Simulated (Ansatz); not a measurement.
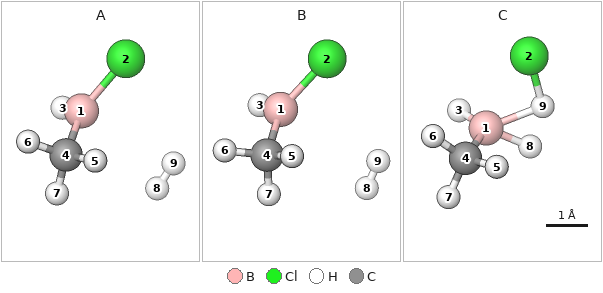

3 geometries from a converged minimum-energy path of CH₆BCl, made up at the start of CH4BCl and H2, shuffled. A ball-and-stick model, seen from a free direction.

The calculation used Ansatz, RKS PBE0-D4/cc-pVDZ. Run with 7 movable images; climbing image; force threshold 0.05 eV/Å; iteration limit 60; starting path through a guess of the saddle point.

Q: Which frame is the top of the path?

A: C. In order along the path, whose images run from 0 to 8: B (image 0, 0.00 eV), A (image 1, +0.01 eV), C (image 5, +1.02 eV). Breaking: B1–Cl2 (1.77 → 2.20 at the top → 2.76 Å), H8–H9 (0.76 → 1.14 at the top → 2.73 Å). Forming: B1–H8 (3.29 → 1.29 at the top → 1.21 Å), Cl2–H9 (3.33 → 1.48 at the top → 1.29 Å).

Limits of the set-up: the start holds two separate molecules, 3.1 Å apart at their closest, whose relative position is a soft coordinate.

Cost: 4 min on 1 thread of Arm Neoverse V1, with other jobs on the host, peak memory 0.14 GiB.
